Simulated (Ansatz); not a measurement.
System: C2H8Sn.

Input

```
crystal:
  periodic: [false, false, false]
  atoms:
    - { symbol: Sn, position_ang: [0.0, 0.0, 0.0] }
    - { symbol: H, position_ang: [0.0, 0.0, 1.74] }
    - { symbol: C, position_ang: [2.0274, 0.0, -0.716] }
    - { symbol: H, position_ang: [2.3751, -1.0463, -0.8441] }
    - { symbol: H, position_ang: [2.076, 0.5276, -1.6913] }
    - { symbol: H, position_ang: [2.6794, 0.5187, 0.0175] }
    - { symbol: C, position_ang: [-1.0126, 1.7544, -0.716] }
    - { symbol: H, position_ang: [-2.0653, 1.5008, -0.9603] }
    - { symbol: H, position_ang: [-0.9943, 2.5391, 0.069] }
    - { symbol: H, position_ang: [-0.5023, 2.131, -1.6269] }
    - { symbol: H, position_ang: [-0.8195, -1.4198, -0.5794] }
basis:
  gaussian: { orbitals: def2-SVP }
hamiltonian:
  xc: b3lyp
  dispersion: d4
relax:
  f_tol: 0.02
  max_steps: 40
output:
  orbitals: {}
```

Launched as:

```sh
ansatz run input.yaml --threads 2 --pin off --max-ram 3072MiB --backend cpu --events-out ev --progress --plain --runs-dir out
```

The fields are those of the run's last geometry, not of the input's.

Core potentials replace the inner electrons of Sn.

Computed with RKS B3LYP-D4/def2-SVP in Ansatz.

**What can the converged electron density and electron localisation function tell about the bonding?**

C–Sn (2.17 Å): ρ at the midpoint is about 0.65 e/Å³; the ELF peaks at about 0.90 in the valence shell of C, 0.7 Å from its nucleus, and drops to about 0.15 between the two atoms.
C–H (1.10 Å): ρ is about 1.9 e/Å³ halfway; the ELF climbs to about 1 towards the hydrogen, as it does in any bond to H: an ordinary covalent bond to hydrogen.

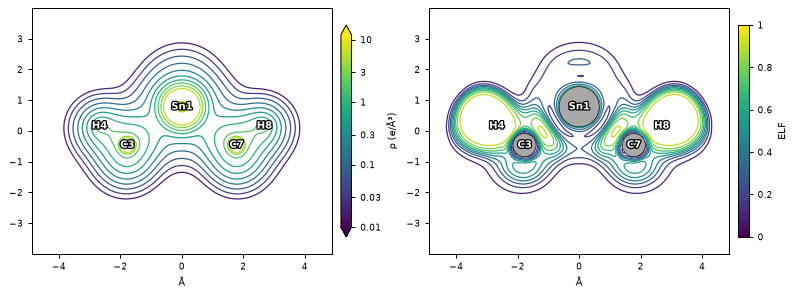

Computed electron density and electron localisation function on the plane of atoms C3, Sn1 and C7, in this order. Grey discs cover the atomic cores in the ELF map. 
